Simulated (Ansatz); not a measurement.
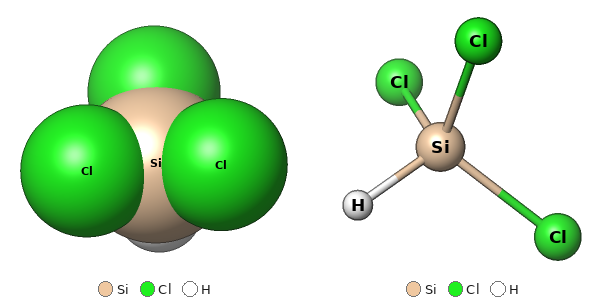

Two views of one molecule.

The geometry was computed by an optimisation with PBE0-D4/def2-TZVP.

What is the molecular formula?

Answer. Cl3HSi, 5 atoms: 3 chlorine, 1 hydrogen and 1 silicon.

Count the bonded pairs by element.

Answer. 3 Cl–Si, 1 Si–H. Sticks follow a distance rule.

How many sets of symmetry-equivalent atoms are there?

Answer. 3: 1 Si, 3 Cl, 1 H.

More results for the same structure follow; atom numbers are the same in all pictures, views and colours differ.

### Geometry

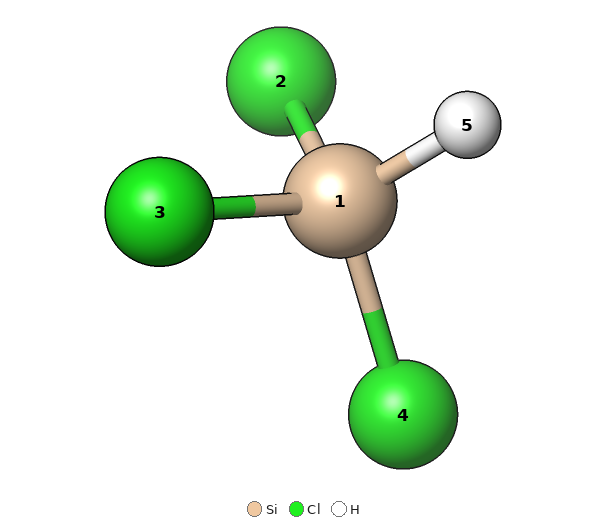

Numbered structure.

List the bonds and their lengths.

```tsv
bond	length (Å)
Si1–Cl2	2.030
Si1–Cl3	2.030
Si1–Cl4	2.030
Si1–H5	1.469
```

### Vibrations

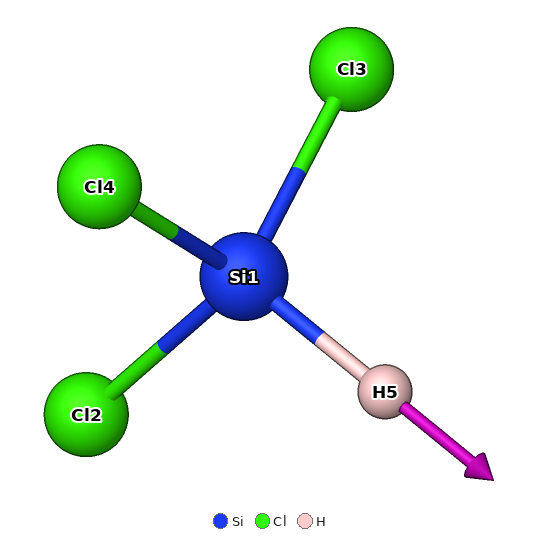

The arrows show one normal mode. Harmonic vibrations computed with RKS PBE0-D4/def2-TZVP (Ansatz 0.2.0) at a stationary point of the same level.

Describe the motion.

Answer. Mostly Si–H stretching.

At what wavenumber does it lie?

Answer. 2308 cm⁻¹; it is mode 9 of 9 counted from the lowest.

### Electronic properties

Properties computed with RKS PBE0-D4/def2-TZVPP (Ansatz 0.2.0).

Estimate the HOMO energy (Kohn–Sham orbital).

Answer. −9.39 eV.

Give the LUMO energy (Kohn–Sham orbital) at this level.

Answer. −0.06 eV.

### Thermal motion

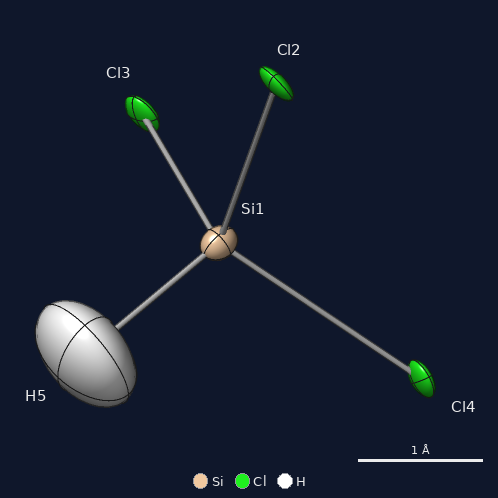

Displacement ellipsoids at the 50 % level, enlarged 2 times, from the internal vibrations of the free molecule (harmonic, no overall translation or rotation; no half-axis is drawn under 0.075 Å). Vibrations computed with RKS PBE0-D4/def2-TZVP (Ansatz 0.2.0). Temperature: 400 K.

Which atom has the largest mean-square displacement?

Answer. H5, with U_eq = 0.0209 Å².

Does H5 move more along its bond or across it?

Answer. Across it: the root-mean-square amplitude is 0.099 Å along the bond and up to 0.162 Å across, since bending and torsion are softer than stretching.

Give the displacement parameters, one line for each set of equivalent atoms.

| atom | U_eq (Å²) | rms amplitudes (Å) |
| --- | --- | --- |
| Si1 | 0.0023 | 0.045, 0.045, 0.053 |
| Cl2, Cl3, Cl4 | 0.0023 | 0.015, 0.055, 0.061 |
| H5 | 0.0209 | 0.099, 0.162, 0.162 |
